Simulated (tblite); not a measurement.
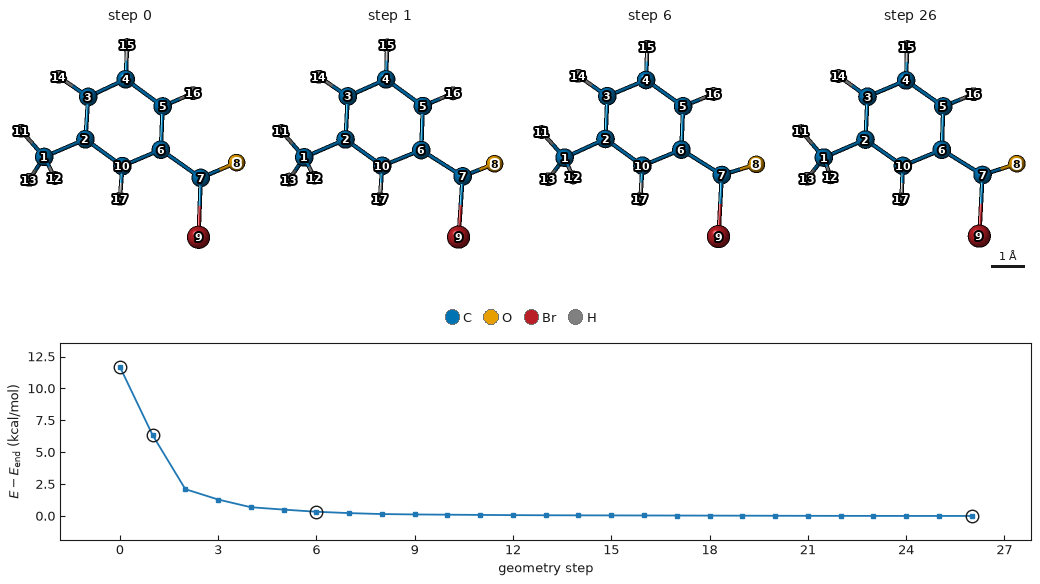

Frames of a relaxation of C8H7BrO, marked on the history of the run. Style: ball-and-stick. Shown at a tilt.

Computed with tblite, GFN2-xTB geometry optimisation, gas phase. 

### Describe the path.

Over 26 geometry steps the energy falls by 11.7 kcal/mol. H12 moves most after the best rigid fit: 0.13 Å. Largest moves by element: H 0.13 Å, C 0.11 Å, Br 0.05 Å, O 0.03 Å. Among the contacts that change: C7–O8 1.283 → 1.185 Å, C7–Br9 1.925 → 1.985 Å, C1–H12 1.121 → 1.087 Å, C6–C7 1.483 → 1.457 Å. Bond angles that change, for instance: C6–C7–O8 120.1° → 128.4°, C2–C1–H12 105.8° → 110.7°, C6–C7–Br9 119.5° → 115.0°. The run took 0.38 s on 1 thread of Arm Neoverse N1 (shared host). From step 0 to 1: C and O atoms move most (0.08 Å), energy −5.36 kcal/mol. From step 1 to 6: O8 moves most (0.06 Å), energy −6.01 kcal/mol. From step 6 to 26: H12 moves most (0.08 Å), energy −0.33 kcal/mol.
